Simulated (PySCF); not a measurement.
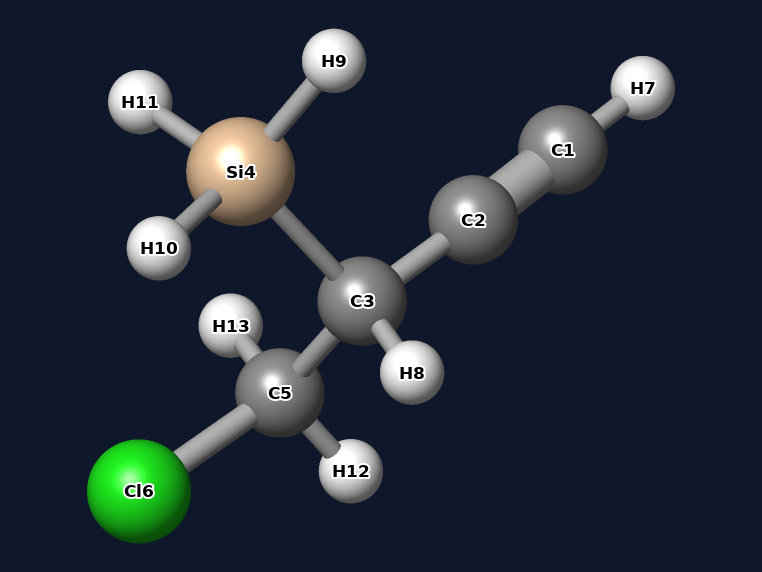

The thickness of each stick grows with its Mayer bond order. The computed structure is the end point of a PBE0-D3(BJ)/def2-SVP optimisation. No frequency run is at hand to confirm it as a minimum. Computed with PBE0/IGLO-III (PySCF 2.14.0).

### Which bond has the highest Mayer bond order?

C1–C2, 2.65, at a length of 1.212 Å.

List the Mayer bond orders of C1–C2, C1–H7, C2–C3, C3–Si4, C3–C5, C3–H8, Si4–H9, Si4–H10, Si4–H11, C5–Cl6, C5–H12, C5–H13.

```csv
bond,Mayer order,length (Å)
C1–C2,2.65,1.212
C1–H7,1.00,1.074
C2–C3,1.12,1.453
C3–Si4,0.85,1.922
C3–C5,0.97,1.529
C3–H8,0.94,1.105
Si4–H9,0.93,1.491
Si4–H10,0.94,1.490
Si4–H11,0.92,1.493
C5–Cl6,1.30,1.787
C5–H12,0.96,1.099
C5–H13,0.97,1.099
```
